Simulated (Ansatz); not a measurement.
# B2PLYP/STO-3G run of BNH4 (SMILES BN)

Aim: the electronic atomisation energy of BNH4 at B2PLYP/STO-3G, from 4 runs. 

The calculation is run with Ansatz 0.2.0.

47 further runs of the same task are left out: 47 set aside as unsound or not needed.

### 1 Starting point

BNH4 has 6 atoms, charge 0, and is taken as a singlet. As SMILES, `BN`. The coordinates come from a PBE0-D4/def2-TZVP relaxation.

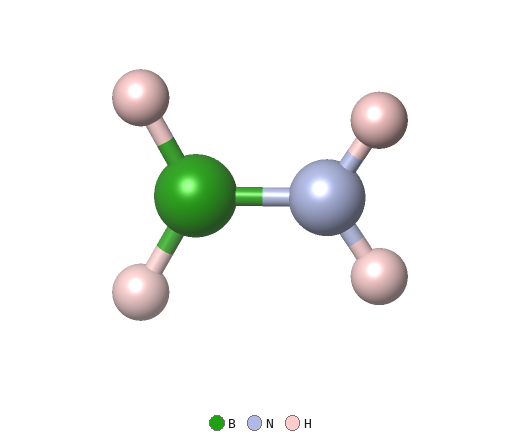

Viewed from a chosen angle; boron green, nitrogen light blue, hydrogen pink.

### 2 The energy at B2PLYP/STO-3G

run.yaml

```yaml
crystal:
  periodic: [false, false, false]
  atoms:
    - symbol: B
      position_ang: [-0.128200, -0.679600, -0.025600]
    - symbol: N
      position_ang: [0.146100, 0.677400, 0.010800]
    - symbol: H
      position_ang: [0.225800, -1.368000, 0.887500]
    - symbol: H
      position_ang: [-0.712000, -1.128700, -0.969200]
    - symbol: H
      position_ang: [-0.121600, 1.313700, -0.720800]
    - symbol: H
      position_ang: [0.632000, 1.121400, 0.771300]
basis:
  gaussian:
    orbitals: STO-3G
hamiltonian:
  xc: {name: B2PLYP}
correlation:
  frozen_orbitals: {B: 1, H: 0, "N": 1}
accuracy: high
```

Command:

```bash
$ ansatz run run.yaml --threads 1 --pin off --max-ram 2610MiB --events-out events.jsonl --progress --plain --runs-dir runs
```

Output:

```text
Warning: RAYON_NUM_THREADS=1 ignored (pool sized by the plan → 1); use --threads N
Functional definition: B2PLYP
  name "B2PLYP"
  parameter a = 0.53
  parameter c = 0.27
  exchange = (1 - a)*b88_x + a*exact_x
  correlation = (1 - c)*lyp_c + c*(mp2_os + mp2_ss)
230 factors; integrals over basis functions are off by at most 7.8e-9 eV
mean field evaluation 1: about -2198.6782 eV, gradient 1.0e1 eV
mean field evaluation 2: about -2198.6724 eV, gradient 1.0e1 eV
mean field evaluation 4: about -2199.0348 eV, gradient 1.3e0 eV
mean field evaluation 8: about -2199.0393 eV, gradient 1.1e-3 eV
mean field -2199.03925173 eV, -80.8132019387 hartree, gradient 3.2e-8 eV, S^2 0.000000; 0 other end points of the search recorded, 0 dependent functions left out
2 core orbitals not correlated: weight in the atoms' cores, before any rotation towards them, 1.000 or more for the frozen orbitals, at most 0.000 for the correlated occupied ones
reference -2199.03926867 eV, -80.8132025614 hartree; 6, 6 occupied and 6, 6 virtual orbitals, 230 factors
second order -3.22991864 eV of doubles, -0.00000000 eV of singles
Total energy: -2199.91134671 eV, -80.8452508380 hartree
```

It took 1.1 s on 1 thread of Arm Neoverse V1, shared host; peak memory 0.091 GiB.

### 3 The B atom, same level

job.yaml

```yaml
basis:
  gaussian:
    orbitals: STO-3G
crystal:
  periodic: [false, false, false]
  atoms:
    - {symbol: B, position_ang: [0.000000, 0.000000, 0.000000]}
magnetization:
  spin_polarized: true
  initial_magnetization: 1
hamiltonian:
  xc: {name: B2PLYP}
accuracy: high
correlation:
  frozen_orbitals: {B: 1}
```

Run the same way, it converges to -24.24577 Eh (log not shown).

### 4 The H atom, same level

molecule.yaml

```yaml
crystal:
  periodic: [false, false, false]
  atoms:
    - {symbol: H, position_ang: [0.000000, 0.000000, 0.000000]}
basis:
  gaussian: {orbitals: STO-3G}
magnetization: {spin_polarized: true, initial_magnetization: 1}
hamiltonian: {xc: {name: B2PLYP}}
correlation: {frozen_orbitals: {H: 0}}
accuracy: high
```

Command:

```bash
$ ansatz run molecule.yaml --threads 1 --pin off --max-ram 2610MiB --events-out events.jsonl --progress --plain --runs-dir runs
```

Output, shortened:

```text
Warning: RAYON_NUM_THREADS=1 ignored (pool sized by the plan → 1); use --threads N
[... 6 set-up lines as earlier in the session ...]
1 factors; integrals over basis functions are off by at most 4.6e-10 eV
mean field evaluation 1: about -12.6472 eV, gradient 0.0e0 eV
mean field evaluation 2: about -12.6472 eV, gradient 0.0e0 eV
mean field -12.64721158 eV, -0.4647764528 hartree, gradient 0.0e0 eV, S^2 0.750000; 0 other end points of the search recorded, 0 dependent functions left out
reference -12.64722010 eV, -0.4647767659 hartree; 1, 0 occupied and 0, 1 virtual orbitals, 1 factors
second order 0.00000000 eV of doubles, 0.00000000 eV of singles
Total energy: -12.64722010 eV, -0.4647767659 hartree
```

Wall time 0.08 s (1 thread of Arm Neoverse V1, shared host).

### 5 The N atom

run.yaml

```yaml
crystal:
  periodic: [false, false, false]
  atoms:
    - {symbol: N, position_ang: [0.000000, 0.000000, 0.000000]}
basis:
  gaussian:
    orbitals: STO-3G
magnetization:
  spin_polarized: true
  initial_magnetization: 3
hamiltonian:
  xc: {name: B2PLYP}
correlation:
  frozen_orbitals: {"N": 1}
accuracy: high
```

Run the same way, it converges to -53.83561 Eh (log not shown).

### 6 Summary of results

At B2PLYP/STO-3G, 2 core orbitals frozen:

| quantity | value |
| --- | --- |
| molecule: total energy | -80.84525 Eh |
| B atom: total energy | -24.24577 Eh |
| B atom: ⟨S²⟩ | 0.750 |
| H atom: total energy | -0.46478 Eh |
| H atom: ⟨S²⟩ | 0.750 |
| N atom: total energy | -53.83561 Eh |
| N atom: ⟨S²⟩ | 3.750 |
| electronic atomisation energy | 24.620 eV |

What this shows: Taking the molecule apart into free atoms costs 24.62 eV (2375 kJ/mol), before zero-point energy and without spin-orbit coupling. In a minimal basis such a difference can be off by several eV, whatever the method.
